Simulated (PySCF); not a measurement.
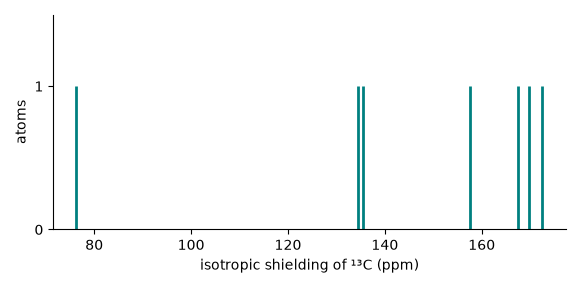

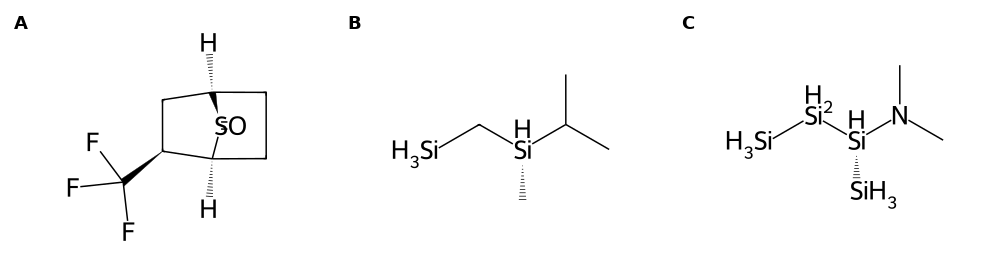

The sticks are computed shieldings of one of the molecules, for one fixed geometry (PBE0-D3(BJ)/def2-SVP) without averaging over rotations. Low shielding means a high chemical shift. Method: GIAO HF/pcSseg-1 NMR shielding, non-relativistic, gas phase (PySCF 2.14.0).

Which molecule gives this pattern?

A, `O=[S@@]1[C@@H]2CC[C@H]1[C@@H](C(F)(F)F)C2`. Its 7 C atoms give lines at 76.3, 134.4, 135.5, 157.5, 167.5, 169.8, 172.5 ppm.
